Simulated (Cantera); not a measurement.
Charge: 1 mol SiCl4, 0.71 mol HCl, 13 mol H2, at 0.0230 bar.

These are equilibrium values from Cantera (NASA tables, ideal gas, pure condensed phases), not measurements of a reactor. Candidate condensed phases: Si; 19 gas species. The tables' values for SiCl3, SiCl are old estimates; treat these amounts as uncertain. Rates play no part.

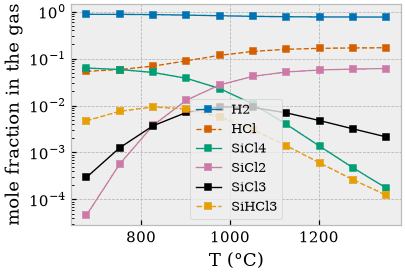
Figure. Equilibrium gas composition (values under 1e-9 drawn at 1e-9)

Q: Read off the mole fractions at 977 °C.

A: H2 about 0.82, HCl about 0.12, SiCl2 about 0.027, SiCl4 about 0.023, SiCl3 about 0.0094, SiHCl3 about 0.0057.
